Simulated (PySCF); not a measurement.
## EPR calculation of C₇H₆FSi

C₇H₆FSi, multiplicity 2, SMILES C=CC#CC#CC[SiH]F, computed with UKS B3LYP, pcH-1 on C F H Si, non-relativistic, mean-field spin-orbit, GIAO (PySCF 2.14.0).

It belongs to a series of runs on one base structure; here: H removed from Si.

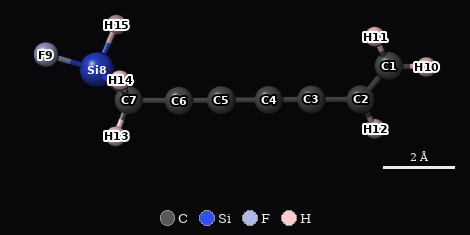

**Figure 1.** The structure (ball-and-stick view, seen at a tilt; atoms are numbered from 1 in the order of the input). Bond lengths as drawn: C–C 1.21 to 1.43 Å, C–H 1.08 to 1.10 Å, C–Si 1.92 Å, F–Si 1.63 Å and H–Si 1.45 Å.

### Summary

```csv
quantity,value
outcome,converged
total energy,−659.601483 hartree
⟨S²⟩,0.751
isotropic g,2.0025
hardware,"1 CPU thread, shared host"
wall time,1.9 min
peak memory,0.97 GiB
```

### Input
```
{"job": {"kind": "epr", "basis": "pcH-1"}, "charge": 0, "multiplicity": 2}
C      4.346795    -0.682313    -0.134361
C      3.498793     0.225305    -0.613680
C      2.104658     0.096300    -0.540405
C      0.897071    -0.010392    -0.485267
C     -0.447322    -0.140811    -0.420616
C     -1.648705    -0.281650    -0.391029
C     -3.071436    -0.427182    -0.301602
Si    -3.783729     0.418824     1.266629
F     -5.217536    -0.329045     1.484467
H      5.412757    -0.553553    -0.210810
H      3.997201    -1.580363     0.347596
H      3.860347     1.125950    -1.097672
H     -3.539560    -0.035939    -1.209103
H     -3.323290    -1.491657    -0.233710
H     -3.090458     0.168859     2.517651
```

The first line tells a small driver script what to run in PySCF; the rest is the geometry in Å.

Launch command:
```bash
OMP_NUM_THREADS=1 python <driver script> task.json out
```

### What the program printed
```
UKS, coarse grid
  cycle   1  E = -659.49558051  |g| = 5.17e-01
  cycle   2  E = -659.36441014  |g| = 8.33e-01
  cycle   3  E = -659.59378131  |g| = 1.30e-01
  cycle   4  E = -659.59892033  |g| = 6.75e-02
  cycle   5  E = -659.60065197  |g| = 3.72e-02
  cycle   6  E = -659.60139786  |g| = 4.75e-03
  cycle   7  E = -659.60140397  |g| = 3.99e-03
  cycle   8  E = -659.60141042  |g| = 1.25e-03
  cycle   9  E = -659.60141215  |g| = 4.24e-04
UKS, final grid
  cycle   1  E = -659.60148244  |g| = 7.08e-04
  cycle   2  E = -659.60148138  |g| = 1.55e-03
  cycle   3  E = -659.60148269  |g| = 2.27e-04
  cycle   4  E = -659.60148272  |g| = 4.16e-05
  cycle   5  E = -659.60148272  |g| = 1.80e-05
E = -659.60148272 Eh   <S^2> = 0.7513 (exact 0.7500)
g shifts (ppm)      1          2          3
  rmc          -163       -163       -163
  gc             46         20         93
  oz_so        -836          6       1801
  total        -953       -138       1731
hyperfine (MHz)  atom isotope    a_iso     a_fc   dipolar eigenvalues
    0   13C       0.98       0.98     -0.84     -0.71      1.55
    1   13C      -1.01      -1.01     -0.76      0.29      0.47
    2   13C       1.39       1.39     -1.06     -0.81      1.87
    3   13C      -2.03      -2.03     -1.11      0.07      1.04
    4   13C       2.32       2.33     -1.58     -1.32      2.90
    5   13C      -3.56      -3.56     -1.87     -0.05      1.92
    6   13C      53.17      53.15     -7.39     -6.33     13.72
    7  29Si    -634.35    -635.37   -158.89     78.79     80.10
    8   19F     116.92     115.17   -132.76   -129.21    261.97
    9    1H      -0.67      -0.67     -0.47     -0.09      0.56
   10    1H      -0.65      -0.65     -0.20     -0.03      0.23
   11    1H       0.43       0.43     -0.23     -0.19      0.42
   12    1H       4.82       4.83     -5.46     -3.15      8.61
   13    1H      33.14      33.13     -4.86     -0.01      4.88
   14    1H     143.24     143.24     -7.97      0.16      7.81
```

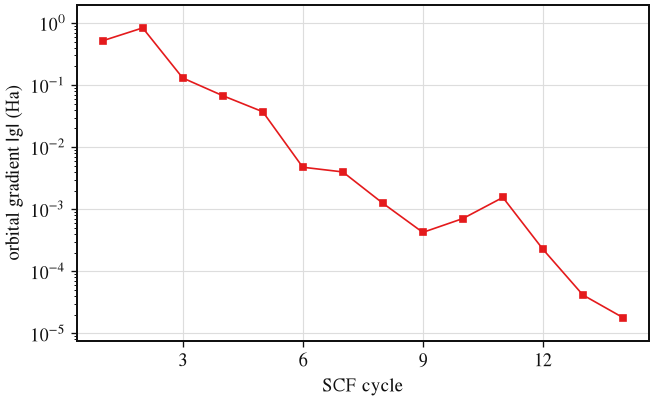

**Figure 2.** Convergence of the self-consistent field: orbital gradient |g| against the SCF cycle. All cycles printed in the log are drawn one after another.

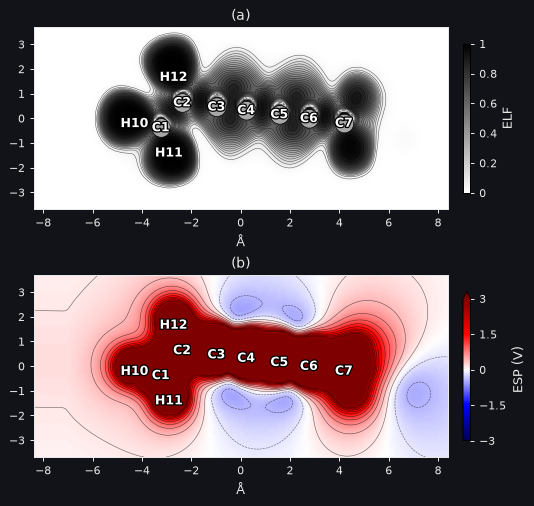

**Figure 3.** (a) ELF; (b) electrostatic potential on the plane of atoms H10, C1 and H11. Grey discs, where drawn, cover atomic cores. C–C (1.21 Å): the ELF peaks at about 0.85 between the atoms (a multiple bond by its length, whose ELF region spreads away from the axis). C–H (1.08 Å): the ELF climbs to about 1 towards the hydrogen, as it does in any bond to H; a covalent bond by its length. C–C (1.33 Å): the ELF peaks at about 0.90 between the atoms (a double or triple bond). C–C (1.40 Å): the ELF peaks at about 0.95 between the atoms (a shared electron pair).

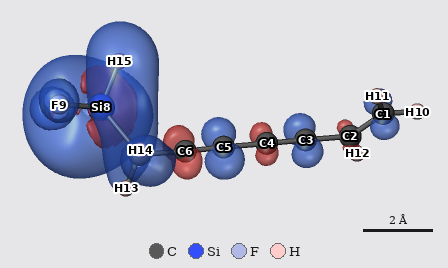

**Figure 4.** Isosurfaces of the spin density at +0.003 (blue) and −0.003 e/Å³ (red), seen at a tilt. The unpaired spin (1 electron) lies mostly on Si8 (about 0.8) and H15 (about 0.1), in electrons by Hirshfeld's partition.
